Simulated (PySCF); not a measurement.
C₆H₅ClO₂ (SMILES OC1=C(O)[CH-][CH]C(Cl)=C1) (charge −1, doublet)

```xyz
14

O     2.3724    0.4435    0.0601
C     0.9682    0.2176    0.0365
C     0.4975   -0.9847   -0.3963
O     1.3954   -1.9717   -0.8111
C    -0.8909   -1.2591   -0.4370
C    -1.7943   -0.2309   -0.0113
C    -1.2933    0.9563    0.4141
Cl   -2.4134    2.2082    0.9351
C     0.0774    1.2667    0.4702
H     2.4762    1.3331    0.4057
H     2.2641   -1.5679   -0.6975
H    -1.2491   -2.2145   -0.7766
H    -2.8602   -0.4133   -0.0358
H     0.4492    2.2162    0.8217
```

Geometry: GFN2-xTB.

The calculation used UKS B3LYP, pcH-1 on C Cl H O, non-relativistic, mean-field spin-orbit, GIAO in PySCF.

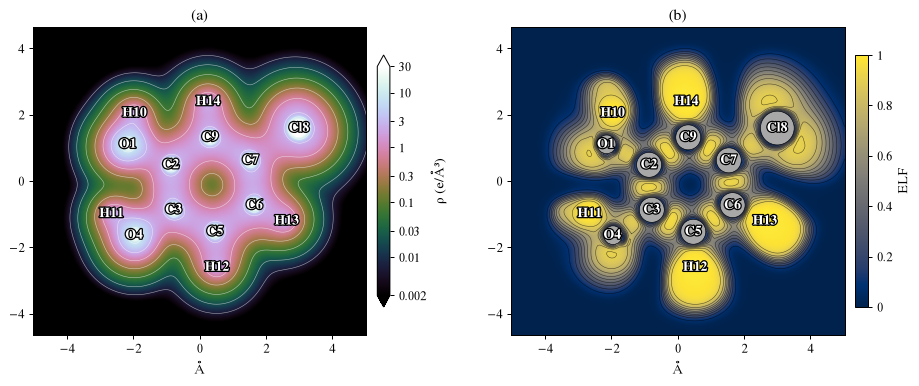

Figure 1. (a) total electron density; (b) ELF on the molecular plane. Grey discs cover the atomic cores in the ELF map.

### Describe what can be read from this map.

- The plane passes through O, C, Cl and H nuclei.
- C–C (1.36 Å): ρ at the midpoint is about 2.2 e/Å³; the ELF peaks at about 0.95 between the atoms: localised, covalent bonding.
- C–O (1.40 Å): the density is about 2.1 e/Å³ at the midpoint, with its minimum of 1.8 e/Å³ about 0.5 Å from C; the ELF peaks at about 0.90 between the atoms (a polar covalent bond).
- C–Cl (1.76 Å): ρ at the midpoint is about 1.4 e/Å³; the ELF peaks at about 0.90 between the atoms, as expected for localised, covalent bonding.
- O–H (0.96 Å): the density is about 3.7 e/Å³ at the midpoint; the ELF climbs to about 1 towards the hydrogen, as it does in any bond to H (an ordinary covalent bond to hydrogen).
- C–C (1.41 Å): ρ is about 2 e/Å³ halfway; the ELF peaks at about 0.95 between the atoms, as expected for a covalent bond.
- The ELF also peaks beside O4, O1 and Cl8, away from the bonds: non-bonding electrons, paired or unpaired.

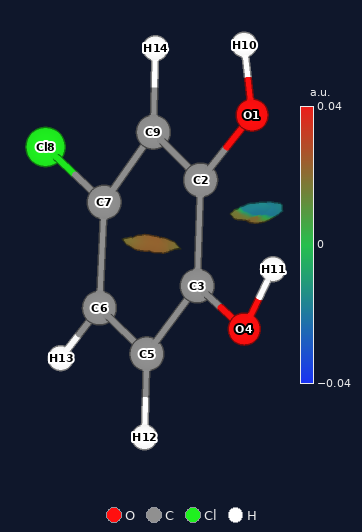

Figure 2. Non-covalent interaction (NCI) plot: the surface where the reduced density gradient is 0.4, for densities under 0.05 a.u., coloured by sign(λ₂)ρ; seen at an oblique angle.

### What holds or crowds the atoms apart from the covalent bonds?

H11···O1 (2.2 Å): a hydrogen bond (blue, attractive); inside the ring or cage of C2, C3, C5, C6, C7 and C9: steric crowding (red).
